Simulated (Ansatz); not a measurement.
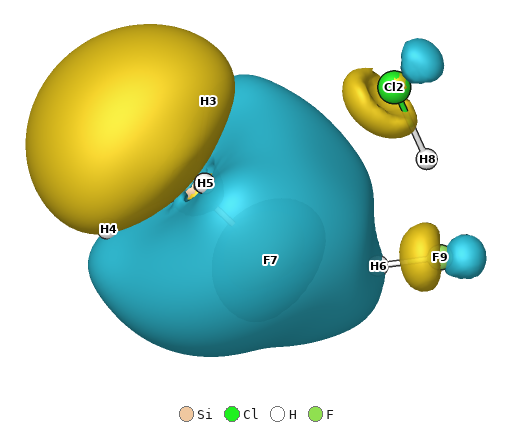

FH3Si···HCl···HF. The LUMO at ±0.06 Å⁻³ᐟ² (yellow and cyan are the two phases), seen at a tilt.

Method: Ansatz 0.2.0, RKS PBE-D4/def2-SVP.

Input

```
crystal:
  periodic: [false, false, false]
  atoms:
    - { symbol: Si, position_ang: [-0.68143, 1.296101, -0.588256] }
    - { symbol: Cl, position_ang: [1.936094, -0.895044, -0.936722] }
    - { symbol: H, position_ang: [-0.739427, 0.602159, -1.912117] }
    - { symbol: H, position_ang: [-1.833179, 2.250586, -0.450889] }
    - { symbol: H, position_ang: [0.613961, 2.011773, -0.368837] }
    - { symbol: H, position_ang: [-0.224441, -1.58032, 1.725175] }
    - { symbol: F, position_ang: [-0.889218, 0.169305, 0.625501] }
    - { symbol: H, position_ang: [1.464331, -1.566429, 0.092896] }
    - { symbol: F, position_ang: [0.353409, -2.288232, 1.813148] }
basis:
  gaussian: { orbitals: def2-SVP }
hamiltonian:
  xc: pbe
  dispersion: d4
relax:
  f_tol: 0.03
  max_steps: 50
output:
  orbitals: {}
```

Run with:

```sh
ansatz run input.yaml --threads 2 --pin off --max-ram 3072MiB --backend cpu --events-out ev --progress --plain --runs-dir out
```

The fields are those of the relaxed geometry.

Where does this orbital lie, and at what energy?

Answer. Its weight (Hirshfeld) is mainly on Si1 (about 65 %) and F7 (about 15 %). Its energy is −1.25 eV.
